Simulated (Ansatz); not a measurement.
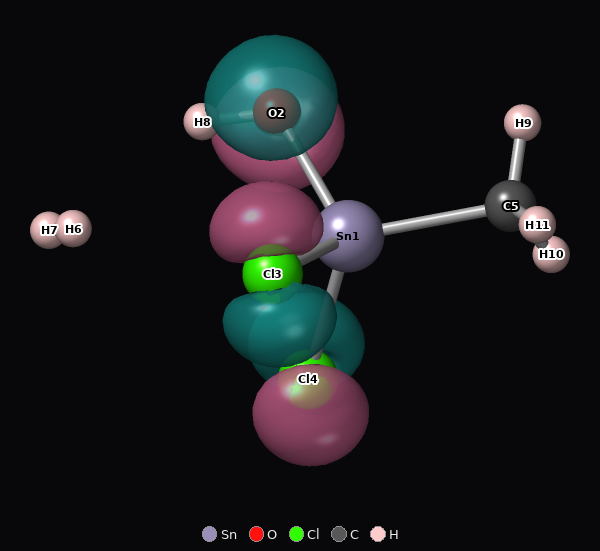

CH4Cl2OSn···H2. One frontier orbital at ±0.15 Å⁻³ᐟ² (teal and pink are the two phases), seen at a tilt.

Core potentials replace the inner electrons of Sn.

Computed with RKS r2SCANh/def2-SVP (Ansatz).

Input

```
crystal:
  periodic: [false, false, false]
  atoms:
    - { symbol: Sn, position_ang: [-0.137384, -0.224271, -0.012002] }
    - { symbol: O, position_ang: [1.401729, 1.004786, 0.437459] }
    - { symbol: Cl, position_ang: [0.66575, -2.109693, -1.145078] }
    - { symbol: Cl, position_ang: [-1.037722, -0.942886, 2.033185] }
    - { symbol: C, position_ang: [-1.552704, 0.792385, -1.229257] }
    - { symbol: H, position_ang: [2.338097, -0.900847, 1.26056] }
    - { symbol: H, position_ang: [2.094375, -1.487266, 1.556887] }
    - { symbol: H, position_ang: [1.56666, 0.977807, 1.388609] }
    - { symbol: H, position_ang: [-1.004955, 1.525347, -1.833699] }
    - { symbol: H, position_ang: [-2.276756, 1.300283, -0.581692] }
    - { symbol: H, position_ang: [-2.056989, 0.064454, -1.874872] }
basis:
  gaussian: { orbitals: def2-SVP }
hamiltonian:
  xc: r2scanh
relax:
  f_tol: 0.03
  max_steps: 50
output:
  orbitals: {}
```

Command:

```sh
ansatz run input.yaml --threads 4 --pin off --max-ram 5120MiB --backend cpu --events-out ev --progress --plain --runs-dir out
```

The fields are those of the run's last geometry, not of the input's.

**Which orbital is it: HOMO or LUMO?**

The HOMO, at −8.17 eV. By Hirshfeld shares it lies mainly on O2 (about 50 %), Cl4 (about 20 %) and Cl3 (about 20 %); largely a combination of lone pairs on O2, Cl4 and Cl3.
